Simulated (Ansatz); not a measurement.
## W2CS2 MXene monolayer in a perpendicular field

Wanted: the out-of-plane response of the W2CS2 MXene monolayer. A positive field points along +c.

Method: plane-wave DFT, PBE-D3(BJ), Ansatz PAW (set soft_1); PAW set soft_1, in Ansatz 0.2.0.

### Step 1. The starting structure

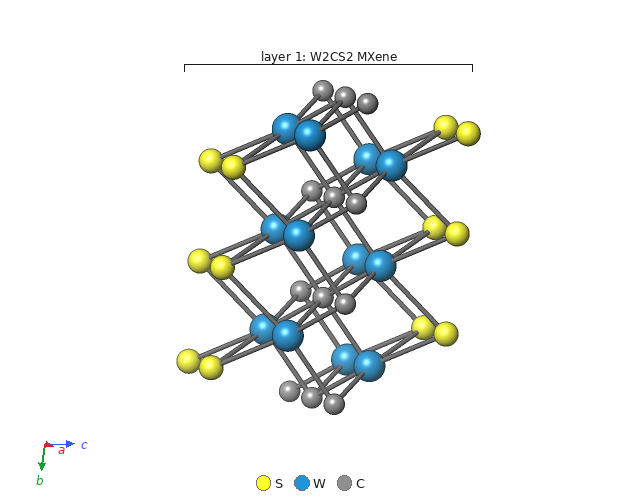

Start, viewed from the side, with the c axis across the page; sulfur yellow, tungsten blue, carbon grey. 2×3×1 cells are drawn. Some periodic images of atoms are drawn too.

The cell holds 5 atoms: 2 S, 2 W and 1 C. Its edges and angles: a = 3.125 Å, b = 3.125 Å, c = 42.950 Å, α = 90.0°, β = 90.0°, γ = 120.0°. Vacuum lies along c.

### Step 2. Relaxation

The starting cell is a guess, so the in-plane lattice and the atoms are relaxed first, with the slab cut off from its images along the normal.

File input.yaml:

```yaml
crystal:
  lattice:
    - [3.125408, 0.0, 0.0]
    - [-1.562704, 2.7066827252, 0.0]
    - [0.0, 0.0, 42.9500848997]
  atoms:
    - { symbol: S, position: [0.3333333333, 0.6666666667, 0.4307325595] }
    - { symbol: W, position: [0.6666666667, 0.3333333333, 0.4712875368] }
    - { symbol: C, position: [0.0, 0.0, 0.5] }
    - { symbol: W, position: [0.3333333333, 0.6666666667, 0.5287124632] }
    - { symbol: S, position: [0.6666666667, 0.3333333333, 0.5692674405] }
  periodic: [true, true, false]
kpoints:
  mp_grid: { grid: [12, 12, 1] }
hamiltonian:
  xc: pbe
  dispersion: d3bj
  pseudopotentials: { kind: paw, azcp: { folder: soft_1 } }
scf:
  occupations: { method: fermi_dirac, width: 0.05 }
  convergence: { dr2_threshold: 1.0e-09 }
relax:
  f_tol: 0.004
  max_steps: 90
  cell: {}
output:
  write_potential: true
  write_density: true
  volumetric_format: npy
```

On the command line:

```sh
> ansatz run input.yaml --threads 2 --pin off --max-ram 3072MiB --backend cpu --events-out ev --progress --plain --runs-dir out
```

The runs that follow: atoms held, field 0; atoms held, field 0.1 V/Å; atoms held, field -0.1 V/Å; response, atoms held. Settings of the main run: cutoff 420 eV, 18×18×1 k-mesh, smearing width 0.02585 eV, 1 layers, stack W2CS2 MXene monolayer, PAW set soft 1.

**Question.** What will these runs give for the equivalent conductor thickness, atoms held?

The induced dipole equals that of a perfect conductor 7.33 Å thick, while the outer atoms lie 5.38 Å apart. There is no gap over 0.03 eV, with or without the field. The main runs have no spin polarisation; a magnetic state could lie lower and would change these results.

- gap without field: none
- work function, upper face: 5.04 eV
- equivalent conductor thickness, atoms held: 7.33 Å

Spin-orbit coupling is left out, which matters for the bands of elements this heavy. The MXene's terminations sit over the metal atoms of its far layer; the site over carbon or nitrogen, which some compounds prefer, was not run.

[Logs are printed without paths, hosts, clocks, repeated set-up lines and the standing remarks that a program may print on its own settings, such as how far it seeks lower states.]

[Hosts, paths, dates, database ids (printed as entryN), source tags and the programs' standing remarks are cut or masked in the printed files.]

[Maps of the electrostatic potential energy from Ansatz leave out the sawtooth potential of an applied field or a dipole correction, so their vacuum need not be flat; planar profiles and work functions include it.]
